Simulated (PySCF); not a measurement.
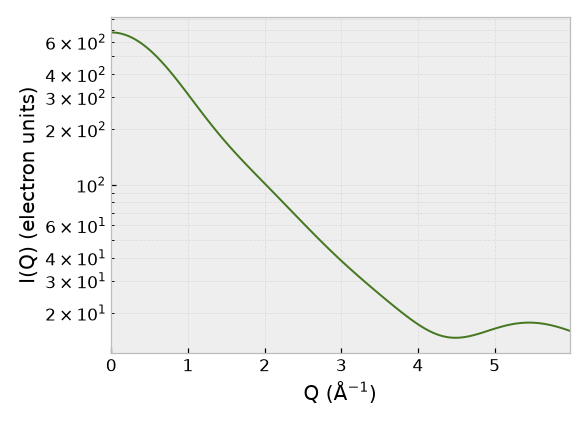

Elastic X-ray scattering of a randomly oriented, rigid molecule, calculated with the Debye equation from neutral-atom form factors (independent atoms, no Compton part, no vibration). The geometry is the end point of an optimisation (PySCF 2.14.0, density-fitted response routines, PBE0-D3(BJ)/def2-SVP geometry optimisation, gas phase); it may be a saddle point or a higher isomer. It contains C, N, H.

Question: How many electrons does the independent-atom model of the molecule hold?

Answer: I(0) is the square of the electron number: I(0) = 676, so about 26 electrons, the count of C3HN.

Question: What radius of gyration does the initial fall-off give?

Answer: From I(Q) ≈ I(0) exp(−Q²R²/3) at small Q, R ≈ 1.65 Å. It is larger than the electron-weighted radius of the nuclear positions alone (1.46 Å), because each atom's electron cloud adds to it.
